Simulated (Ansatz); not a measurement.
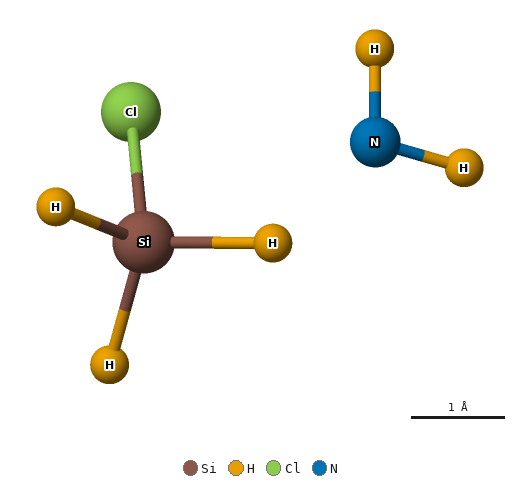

**Figure 1.** The structure as given in the input (ball-and-stick view, seen at a tilt). Bond lengths as drawn: Cl–Si 2.07 Å, H–N 1.03 Å and H–Si 1.48 Å.

**Run report: SiNH5Cl, frequency calculation**

System: SiNH5Cl, multiplicity 2.
Method: UKS PBE0-D4/6-31G* (Ansatz 0.2.0).

It belongs to a series of runs on one base structure; here: vibrations at the highest image of the band.

What the program printed:
```
Engine: ansatz 0.2.0, aarch64-unknown-linux-gnu
Functional definition: PBE0
  parameter a = 0.25
  parameter kappa = 0.804
  parameter beta = 0.06672455060314922
  exchange = (1 - a)*pbe_x(kappa = kappa, mu = beta*pi^2/3) + a*exact_x
  correlation = pbe_c(beta = beta)
689 factors; integrals over basis functions are off by at most 6.8e-4 eV
mean field evaluation 1: about -21957.1649 eV, gradient 2.4e1 eV
mean field evaluation 2: about -21956.7241 eV, gradient 2.8e1 eV
mean field evaluation 4: about -21960.1654 eV, gradient 3.0e-1 eV
mean field evaluation 8: about -21960.1780 eV, gradient 1.9e-2 eV
mean field evaluation 16: about -21960.1780 eV, gradient 3.9e-5 eV
mean field -21960.17799386 eV, -807.0216561309 hartree, gradient 3.9e-5 eV, S^2 0.753199; 0 other end points of the search recorded, 0 dependent functions left out
the calculation of the forces begins
reference -21960.17801785 eV, -807.0216570128 hartree; 22, 21 occupied and 41, 42 virtual orbitals, 689 factors
these checks for a lower state are left out or cut short: stability, starts, cluster_reference, orbital_swaps, neighbouring_geometries, increment
689 factors; integrals over basis functions are off by at most 6.8e-4 eV
mean field -21960.17790094 eV, -807.0216527164 hartree, gradient 2.0e-6 eV, S^2 0.753199; 0 other end points of the search recorded, 0 dependent functions left out
[... from here on the field's lines of each further geometry are left out, up to the last ...]
the calculation of the forces begins
reference -21960.17800842 eV, -807.0216566663 hartree; 22, 21 occupied and 41, 42 virtual orbitals, 689 factors
these checks for a lower state are left out or cut short: stability, starts, cluster_reference, orbital_swaps, neighbouring_geometries, increment
689 factors; integrals over basis functions are off by at most 6.8e-4 eV
mean field -21960.17798491 eV, -807.0216558023 hartree, gradient 9.8e-7 eV, S^2 0.753198; 0 other end points of the search recorded, 0 dependent functions left out
the calculation of the forces begins
reference -21960.17800891 eV, -807.0216566843 hartree; 22, 21 occupied and 41, 42 virtual orbitals, 689 factors
WARN: phonons: modes at or below zero, which the zero-point energy, F, S and C_V leave out: 2, the lowest at -72.91 cm⁻¹. A minimum has none, and a first-order saddle one
Total energy: -21960.26885858 eV, -807.0249953479 hartree
Atom 0 at     0.113940    -0.112518    -0.162666 Å, force    -0.001184     0.015338    -0.008259 eV/Å
Atom 1 at     0.125857    -0.735548     1.180859 Å, force     0.003947    -0.016243    -0.000734 eV/Å
Atom 2 at     2.040035     0.505618    -0.604807 Å, force    -0.004024    -0.000047     0.003685 eV/Å
Atom 3 at    -0.772683     1.075230    -0.192931 Å, force     0.002085    -0.005584     0.010365 eV/Å
Atom 4 at    -0.301344    -1.094382    -1.196110 Å, force    -0.000059    -0.001049     0.003090 eV/Å
Atom 5 at    -0.542206     0.170475     3.514362 Å, force     0.008983     0.000910    -0.003857 eV/Å
Atom 6 at    -0.225541    -0.665433     4.027331 Å, force    -0.009343     0.000342    -0.001397 eV/Å
Atom 7 at     0.195143     0.856557     3.732263 Å, force    -0.000405     0.006332    -0.002893 eV/Å
Dipole moment:    -0.035922    -0.161119     0.364678 e Å
Vibrations: -72.91 -32.86 32.90 51.66 100.01 180.87 545.78 656.99 658.43 924.68 947.37 953.26 1606.00 2284.59 2302.68 2311.21 3376.10 3486.16 cm⁻¹, zero-point energy 1.265796 eV
```

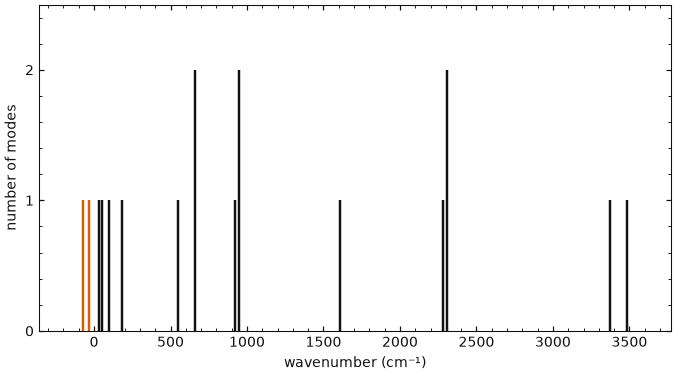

**Figure 2.** Harmonic vibrational wavenumbers from the force constants; neighbouring modes closer than 16 cm⁻¹ are counted in one stick, and imaginary ones are drawn at negative wavenumbers. 18 modes from 73i to 3486 cm⁻¹, 2 imaginary beyond 8i (73i, 33i cm⁻¹): not a minimum.

The run was set up as follows.

Input file:
```yaml
crystal:
  periodic: [false, false, false]
  atoms:
    - { symbol: Si, position_ang: [0.11394, -0.112518, -0.162666] }
    - { symbol: H, position_ang: [0.125857, -0.735548, 1.180859] }
    - { symbol: Cl, position_ang: [2.040035, 0.505618, -0.604807] }
    - { symbol: H, position_ang: [-0.772683, 1.07523, -0.192931] }
    - { symbol: H, position_ang: [-0.301344, -1.094382, -1.19611] }
    - { symbol: "N", position_ang: [-0.542206, 0.170475, 3.514362] }
    - { symbol: H, position_ang: [-0.225541, -0.665433, 4.027331] }
    - { symbol: H, position_ang: [0.195143, 0.856557, 3.732263] }
magnetization:
  spin_polarized: true
  initial_magnetization: 1
basis:
  gaussian: { orbitals: "6-31G*" }
hamiltonian:
  xc: pbe0
  dispersion: d4
phonons: {}
```

Run as:
```bash
ansatz run input.yaml --threads 1 --pin off --max-ram 2048MiB --backend cpu --events-out ev --progress --plain --runs-dir out
```

Key numbers:

- outcome: converged
- total energy: −21960.2689 eV
- mean-field energy: −21960.1780 eV
- ⟨S²⟩: 0.753
- largest force (length of the vector): 0.017 eV/Å
- hardware: 1 thread of Arm Neoverse V2, 24 GiB of memory available, shared host
- wall time: 93 s
- peak memory: 0.16 GiB
